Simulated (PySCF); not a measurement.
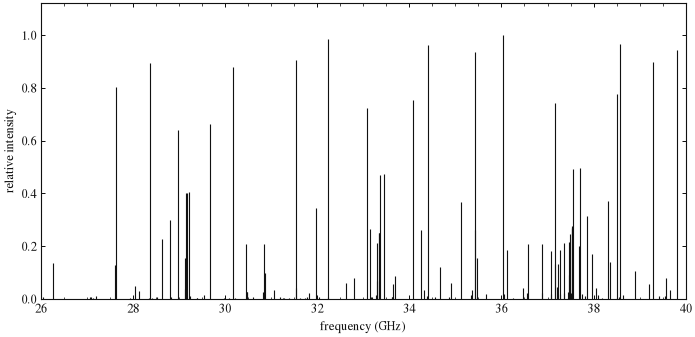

Simulated rotational absorption lines between 26 and 40 GHz at 5 K: rigid rotor with the equilibrium constants and dipole of one optimised conformer (PBE0-D3(BJ)/def2-SVP, PySCF), commonest isotopes; no centrifugal distortion, hyperfine structure, internal rotation or nuclear-spin weights; lines within 1 MHz of each other are summed.

> Which molecule gives this spectrum?
A. C₂H₂N₂S (1,2,4-thiadiazole), SMILES c1ncsn1
B. C₄H₅N ((Z)-2-butenenitrile), SMILES C/C=C\C#N
C. C₄H₅NSe, SMILES Cc1cc[se]n1
D. CH₄NPSi, SMILES N#C[SiH2]P

Option D. Rotational constants A, B, C = 9.523, 2.261, 1.894 GHz, |μa|, |μb|, |μc| = 3.07, 2.07, 0.71 D.

Note: coarse grid, loose stop and no frequency check, small forces are noise and the end may be a saddle.
